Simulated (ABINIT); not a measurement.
**Quasiparticle gap of BaH2 (P6_3/mmc) in ABINIT**

Wanted: ground state, empty states, screening and self-energy for BaH2 (P6_3/mmc).

Main program and level: ABINIT 10.8.3; PBEsol and many-body steps on it, plane waves.

### 1. Starting point

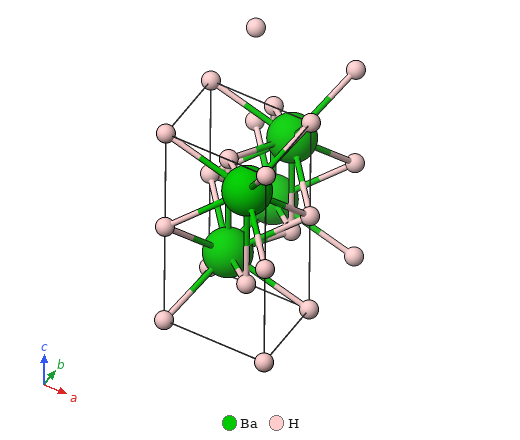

The cell as given, slightly off an axis (barium green, hydrogen pink). 1×2×1 cells are drawn. Bonds to atoms that aren't drawn are left out. Some periodic images of atoms are drawn too.

Structure file:

```cif
data_structure
_symmetry_space_group_name_H-M 'P6_3/mmc'
_symmetry_Int_Tables_number 194
_cell_length_a 4.4620
_cell_length_b 4.4620
_cell_length_c 6.0553
_cell_angle_alpha 90.000
_cell_angle_beta 90.000
_cell_angle_gamma 120.000
_cell_volume 104.41
loop_
_atom_site_label
_atom_site_type_symbol
_atom_site_symmetry_multiplicity
_atom_site_Wyckoff_symbol
_atom_site_fract_x
_atom_site_fract_y
_atom_site_fract_z
_atom_site_occupancy
Ba1 Ba 2 c 0.66667 0.33333 0.75000 1
H1 H 2 d 0.33333 0.66667 0.75000 1
H2 H 2 a 0.00000 0.00000 0.50000 1
```

The cell and positions are those that the Materials Project relaxed with its own functionals (PBE, PBE+U or r2SCAN), kept fixed. Spin-orbit coupling is left out unless a step names it.

### 2. Ground state

This step: ABINIT 10.8.3; DFT, PBEsol, plane waves, norm-conserving pseudopotentials.

The ground-state density comes first.

Input file run.abi:

```
acell 3*1.0 Angstrom
rprim 
  4.462025052349 0.000000000014 0.000000000000
  -2.231012526186 3.864227047650 0.000000000000
  0.000000000000 0.000000000000 6.055292590000
ntypat 2
znucl 56 1
natom 6
typat 1 1 2 2 2 2
xred 
  0.666666666667 0.333333333333 0.750000000000
  0.333333333333 0.666666666667 0.250000000000
  0.333333333333 0.666666666667 0.750000000000
  0.666666666667 0.333333333333 0.250000000000
  -0.000000000000 -0.000000000000 0.500000000000
  -0.000000000000 -0.000000000000 0.000000000000
pp_dirpath "pseudos"
pseudos "Ba.upf, H.upf"
ecut 32
ngkpt 6 6 4
nshiftk 1
shiftk 0 0 0
kptopt 1
chksymbreak 0
nband 19
occopt 1
tolvrs 1e-10
nstep 60
prtwf 0
optforces 0
optstress 0
indata_prefix "in"
outdata_prefix "out"
tmpdata_prefix "tmp"
```

Launch:

```console
OMP_NUM_THREADS=1 mpirun -n 4 abinit run.abi > log
```

Numbers of over 12 decimals in the logs are rounded to 6 here.

Output:

```text
.Version 10.8.3 of ABINIT. v10.8.2 released Aug 2026.

 Symmetries : space group P6_3/m m c (#194); Bravais hP (primitive hexag.)
================================================================================
 Values of the parameters that define the memory need of the present run
     intxc =       0    ionmov =       0      iscf =       7    lmnmax =       6
     lnmax =       6     mgfft =      60  mpssoang =       3    mqgrid =    3001
     natom =       6  nloc_mem =       1    nspden =       1   nspinor =       1
    nsppol =       1      nsym =      24    n1xccc =    2501    ntypat =       2
    occopt =       1   xclevel =       2
-    mband =          19        mffmem =           1         mkmem =           6
       mpw =        6123          nfft =      121500          nkpt =          21
================================================================================
  Rough estimation (10% accuracy) of disk space for files :
================================================================================

--------------------------------------------------------------------------------
------------- Echo of variables that govern the present computation ------------
--------------------------------------------------------------------------------
 -outvars: echo values of preprocessed input variables --------
            acell      1.8897261259E+00  1.8897261259E+00  1.8897261259E+00 Bohr

      chksymbreak           0
             ecut      3.20000000E+01 Hartree
-          fftalg         312

              ixc     -116133
              kpt      0.00000000E+00  0.00000000E+00  0.00000000E+00
                       1.66666667E-01  0.00000000E+00  0.00000000E+00
                       3.33333333E-01  0.00000000E+00  0.00000000E+00
                       5.00000000E-01  0.00000000E+00  0.00000000E+00
                       1.66666667E-01  1.66666667E-01  0.00000000E+00
                       3.33333333E-01  1.66666667E-01  0.00000000E+00
                       3.33333333E-01  3.33333333E-01  0.00000000E+00
                       0.00000000E+00  0.00000000E+00  2.50000000E-01
                       1.66666667E-01  0.00000000E+00  2.50000000E-01
   [... 10 further rows ...]
                       3.33333333E-01  1.66666667E-01  5.00000000E-01
                       3.33333333E-01  3.33333333E-01  5.00000000E-01
         kptrlatt        6    0    0      0    6    0      0    0    4
          kptrlen      4.57713784E+01
P           mkmem           6
            natom           6
            nband          19
            ngfft          45      45      60
             nkpt          21
            nstep          60
             nsym          24
           ntypat           2
              occ      2.000000  2.000000  2.000000  2.000000  2.000000  2.000000
                       2.000000  2.000000  2.000000  2.000000  2.000000  2.000000
                       0.000000  0.000000  0.000000  0.000000  0.000000  0.000000
                       0.000000
        optforces           0
        optstress           0
            prtwf           0
            rprim      4.4620250523E+00  1.4000000000E-11  0.0000000000E+00
[...]
spgroup         194

           tolvrs      1.00000000E-10

             xred      6.6666666667E-01  3.3333333333E-01  7.5000000000E-01
[...]
znucl       56.00000    1.00000

================================================================================

 chkinp: Checking input parameters for consistency.

================================================================================
== DATASET  1 ==================================================================
-   mpi_nproc: 4, omp_nthreads: 1 (-1 if OMP is not activated)

--- !DatasetInfo
iteration_state: {dtset: 1, }
dimensions: {natom: 6, nkpt: 21, mband: 19, nsppol: 1, nspinor: 1, nspden: 1, mpw: 6123, }
cutoff_energies: {ecut:  32.0, pawecutdg:  -1.0, }
electrons: {nelect:   2.40000000E+01, charge:   0.00000000E+00, occopt:   1.00000000E+00, tsmear:   1.00000000E-02, }

 Real(R)+Recip(G) space primitive vectors, cartesian coordinates (Bohr,Bohr^-1):
 R(1)=  8.4320053  0.0000000  0.0000000  G(1)=  0.1185958  0.0684713  0.0000000
 R(2)= -4.2160027  7.3023308  0.0000000  G(2)=  0.0000000  0.1369426  0.0000000
 R(3)=  0.0000000  0.0000000 11.4428446  G(3)=  0.0000000  0.0000000  0.0873909
 Unit cell volume ucvol=  7.0457361E+02 bohr^3
 Angles (23,13,12)=  9.00000000E+01  9.00000000E+01  1.20000000E+02 degrees

 getcut: wavevector=  0.0000  0.0000  0.0000  ngfft=  45  45  60
         ecut(hartree)=     32.000   => boxcut(ratio)=   2.04919

--- Pseudopotential description ------------------------------------------------
- Ba Generated using ONCVPSP code by D. R. Hamann
- 56.00000  10.00000  180301                  znucl, zion, pspdat
12 -116133 2 -1 1936                          pspcod,pspxc,lmax,lloc,mmax
     nproj     2     2     2
  pspatm : epsatm=   26.37418133
         --- l  ekb(1:nproj) -->
[...]
pspatm: atomic psp has been read  and splines computed

- H Generated using ONCVPSP code by D. R. Hamann
-  1.00000   1.00000  180301                  znucl, zion, pspdat
12 -116133 1 -1 1180                          pspcod,pspxc,lmax,lloc,mmax
     nproj     2     1     0
  pspatm : epsatm=    0.35585368
         --- l  ekb(1:nproj) -->
[...]
1   -0.494138
 pspatm: atomic psp has been read  and splines computed

   1.30012266E+03                                ecore*ucvol(ha*bohr**3)
--------------------------------------------------------------------------------

_setup2: Arith. and geom. avg. npw (full set) are    6093.771    6093.766

================================================================================

--- !BeginCycle
iteration_state: {dtset: 1, }
solver: {iscf: 7, nstep: 60, nline: 4, wfoptalg: 0, }
tolerances: {tolvrs: 1.00E-10, }

     iter   Etot(hartree)      deltaE(h)  residm     vres2
 ETOT  1  -58.544136812078    -5.854E+01 3.436E-02 2.163E+02
 ETOT  2  -58.596778237353    -5.264E-02 2.126E-03 1.561E+00
 ETOT  3  -58.597175463096    -3.972E-04 3.370E-04 2.030E-01
 ETOT  4  -58.597191250721    -1.579E-05 3.285E-04 4.510E-03
 ETOT  5  -58.597191522449    -2.717E-07 7.758E-05 2.965E-04
 ETOT  6  -58.597191544652    -2.220E-08 4.386E-05 5.513E-06
 ETOT  7  -58.597191545033    -3.816E-10 5.614E-05 6.062E-08
 ETOT  8  -58.597191545037    -3.830E-12 2.740E-05 4.778E-10
 ETOT  9  -58.597191545037    -2.345E-13 3.394E-05 9.264E-12

 At SCF step    9       vres2   =  9.26E-12 < tolvrs=  1.00E-10 =>converged.

--- !ResultsGS
iteration_state: {dtset: 1, }
comment   : Summary of ground state results
lattice_vectors:
- [  8.4320053,   0.0000000,   0.0000000, ]
- [ -4.2160027,   7.3023308,   0.0000000, ]
- [  0.0000000,   0.0000000,  11.4428446, ]
lattice_lengths: [   8.43201,    8.43201,   11.44284, ]
lattice_angles: [ 90.000,  90.000, 120.000, ] # degrees, (23, 13, 12)
lattice_volume:   7.0457361E+02
convergence: {deltae: -2.345E-13, res2:  9.264E-12, residm:  3.394E-05, diffor:  0.000E+00, }
etotal    :  -5.85971915E+01
entropy   :   0.00000000E+00
fermie    :   1.51815635E-01
cartesian_stress_tensor: null
pressure_GPa: null
xred      :
- [  6.6667E-01,   3.3333E-01,   7.5000E-01, Ba]
- [  3.3333E-01,   6.6667E-01,   2.5000E-01, Ba]
- [  3.3333E-01,   6.6667E-01,   7.5000E-01,  H]
- [  6.6667E-01,   3.3333E-01,   2.5000E-01,  H]
- [  3.7007E-17,   9.2519E-17,   5.0000E-01,  H]
- [  3.7007E-17,   9.2519E-17,   2.7756E-17,  H]
cartesian_forces: null
force_length_stats: {min: null, max: null, mean: null, }

 Integrated electronic density in atomic spheres:
 ------------------------------------------------
 Atom  Sphere_radius  Integrated_density
[...]
================================================================================

 ----iterations are completed or convergence reached----

 Mean square residual over all n,k,spin=   15.499E-08; max=  33.937E-06
 reduced coordinates (array xred) for    6 atoms
[...]
0.333333333333      0.666666666667      0.750000000000
       0.666666666667      0.333333333333      0.250000000000
       0.000000000000      0.000000000000      0.500000000000
       0.000000000000      0.000000000000      0.000000000000
 rms dE/dt=  0.0000E+00; max dE/dt=  0.0000E+00; dE/dt below (all hartree)
    1       0.000000000000      0.000000000000      0.000000000000
    2       0.000000000000      0.000000000000      0.000000000000
    3       0.000000000000      0.000000000000      0.000000000000
    4       0.000000000000      0.000000000000      0.000000000000
    5       0.000000000000      0.000000000000      0.000000000000
    6       0.000000000000      0.000000000000      0.000000000000

 cartesian coordinates (angstrom) at end:
    1      2.231013     1.288076     4.541469
    2     -7.67e-12     2.576151     1.513823
    3     -7.67e-12     2.576151     4.541469
    4      2.231013     1.288076     1.513823
    5     -0.000000     0.000000     3.027646
    6     -0.000000     0.000000     0.000000
 length scales=  1.889726125908  1.889726125908  1.889726125908 bohr
              =  1.000000000000  1.000000000000  1.000000000000 angstroms
 prteigrs : about to open file out_EIG
 Fermi (or HOMO) energy (hartree) =   0.15182   Average Vxc (hartree)=  -0.33174
 Eigenvalues (hartree) for nkpt=  21  k points:
 kpt#   1, nband= 19, wtk=  0.00694, kpt=  0.0000  0.0000  0.0000 (reduced coord)
  -0.84430   -0.83787   -0.32333   -0.29297   -0.29297   -0.28383   -0.28383   -0.28230
  -0.00795    0.04287    0.13315    0.15182    0.25198    0.25198    0.28885    0.28885
   0.28991    0.28991    0.31860
 prteigrs : prtvol=0 or 1, do not print more k-points.

--- !EnergyTerms
iteration_state     : {dtset: 1, }
comment             : Components of total free energy in Hartree
kinetic             :  1.50880991068832E+01
hartree             :  6.42460586607177E+00
xc                  : -1.46237885652085E+01
Ewald energy        : -4.52642621004392E+01
psp_core            :  1.84526163042131E+00
local_psp           : -2.86509529721478E+01
non_local_psp       :  6.58384548938188E+00
total_energy        : -5.85971915450373E+01
total_energy_eV     : -1.59451081206174E+03
band_energy         : -6.30054859331378E+00

== END DATASET(S) ==============================================================
================================================================================

 -outvars: echo values of variables after computation  --------
           etotal     -5.8597191545E+01
            nband          19
             nkpt          21
          spgroup         194
 [... the other variables as echoed above ...]

 Calculation completed.
```

The job ended after 20 s (4 MPI ranks of Arm Neoverse V2, shared host; peak memory 0.37 GiB; 79 s of CPU time).

This step gave:

```yaml
total_energy: -1594.5108 eV
gap: 1.473 eV
k_of_the_valence_top: 0, 0, 0
k_of_the_conduction_bottom: 0.3333, 0.3333, 0.5
least_direct_gap: 2.542 eV
```

The gap is indirect, with the least direct gap 1.07 eV higher.

(Continued in part 2 of 3.)

[Paths, hosts, dates, memory and timing lines, banners, echoed tables and standing remarks are left out of the program output.]

[Logs are printed without paths, hosts, clocks, repeated set-up lines and the standing remarks that a program may print on its own settings, such as how far it seeks lower states.]

[Runs of the session that timed out or met a known fault of the program may be left out.]

[Hosts, paths, dates, database ids (printed as entryN), source tags and the programs' standing remarks are cut or masked in the printed files.]

[G0W0 gaps are taken among the corrected bands and points alone; a level outside them can change the order at an edge.]

[Where Ansatz stands beside ABINIT at settings called matched, ABINIT's density can come from a denser mesh and the files from another edition; pairs whose starting gaps differed by over 0.03 eV were left out, so agreement reads better than it is.]
